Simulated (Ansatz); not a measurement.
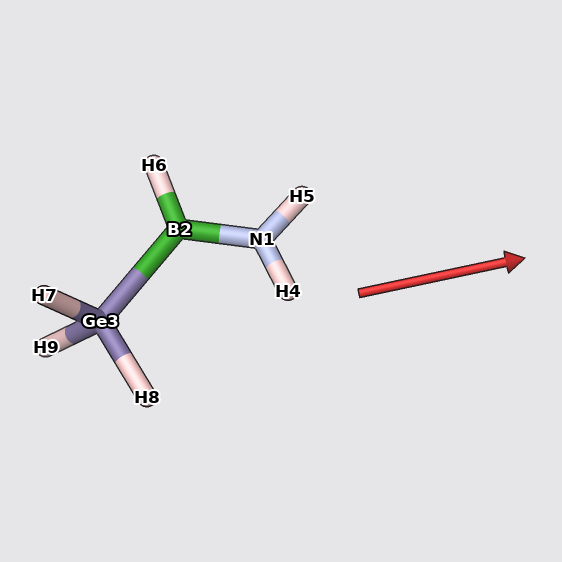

The arrow beside the molecule shows the direction of the dipole moment, from the negative to the positive end (its length means nothing). Computed geometry: PBE0-D4/def2-TZVP optimisation. Properties computed with RKS PBE-D4/def2-TZVPP (Ansatz 0.2.0).

Estimate the dipole moment.

2.66 D; it points from the side of H7, H9 to the side of H5 (the outermost atoms at the two ends).
